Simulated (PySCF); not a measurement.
CH₅BCl₃Ga

Input

```
{"job": {"kind": "uv", "xc": "PBE0", "basis": "def2-SVPD", "nstates": 8, "ntriplets": 3}, "charge": 0, "multiplicity": 1}
Cl    -0.595503     1.665225     0.680596
C     -1.587769     0.193440     0.490165
B     -0.582874    -1.024913     0.133557
Cl     0.419770    -0.482005    -1.358622
Ga     1.847641     0.536765     0.185440
Cl     0.726276    -1.057627     1.478875
H     -2.314154     0.398944    -0.294689
H     -2.125870     0.049441     1.425902
H     -1.067218    -2.082634    -0.029278
H      2.110137     2.048556     0.449334
H      3.174989    -0.242520    -0.107404
```

Launched as:

```sh
OMP_NUM_THREADS=1 python probes_run.py task.json out
```

Geometry: GFN2-xTB.

The calculation used PBE0/def2-SVPD, SCF density, gas phase (PySCF).

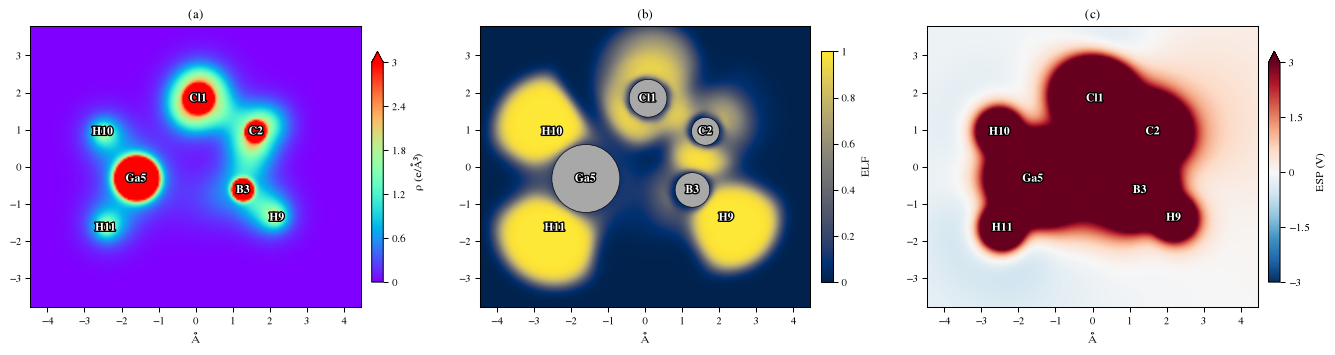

Figure 1. (a) total electron density; (b) electron localisation function; (c) electrostatic potential on the plane of atoms H10, Ga5 and H11. Grey discs cover the atomic cores in the ELF map.

### Describe what can be read from this map.

- The section cuts through Cl, C, B, Ga and H sites.
- C–B (1.62 Å): the density is about 1.3 e/Å³ at the midpoint; the ELF peaks at about 1 between the atoms: localised, covalent bonding.
- C–Cl (1.79 Å): ρ at the midpoint is about 1.3 e/Å³; the ELF peaks at about 0.90 between the atoms; a shared electron pair.
- B–H (1.17 Å): the density is about 1.3 e/Å³ at the midpoint; the ELF climbs to about 1 towards the hydrogen, as it does in any bond to H (a covalent bond by its length).
- Ga–H (1.56 Å): ρ is about 1 e/Å³ halfway; the ELF climbs to about 1 towards the hydrogen.
- The ELF also peaks beside Cl1, away from the bonds: lone-pair regions.
- Outside the dense part of the molecule the potential is most negative (−0.6 V) near H11.

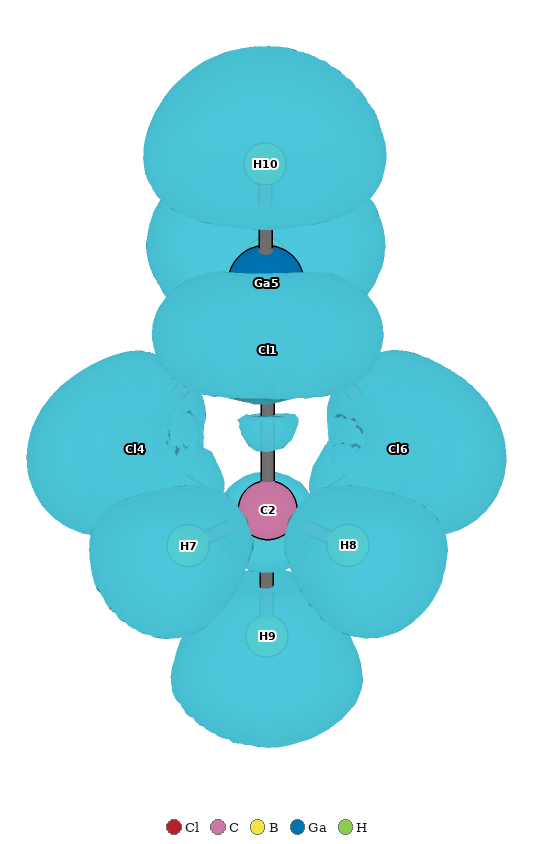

Figure 2. Isosurface of the electron localisation function at 0.8 (cyan), seen at an oblique angle. Core shells and regions of very low density are left out.

### Identify the bonds, lone pairs and shells in this picture.

The surface consists of one region between bonded B–C atoms (shared pairs), one region between bonded C–Cl atoms (shared pairs), five regions around hydrogen nuclei, two regions on Cl in which the atom's valence shell and bonds are merged and one region wrapped around Cl (its valence shell).

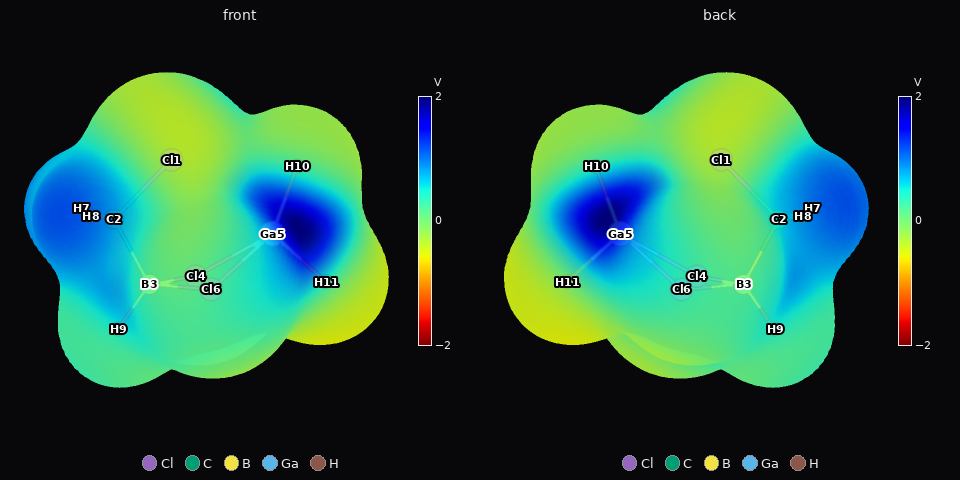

Figure 3. The molecular electrostatic potential painted on the density surface at 0.002 e/bohr³, seen from the front and from behind; red is negative and blue positive.

### Describe the electrostatic potential map.

The most negative region (about −0.6 V) lies over H11, the most positive (about +1.9 V) over Ga5. Cl1 shows a σ-hole: about +0.4 V at the tip opposite its bond, against about −0.1 V on its flanks.

### What dipole moment does the calculation give?

Its dipole moment is 1.58 D.
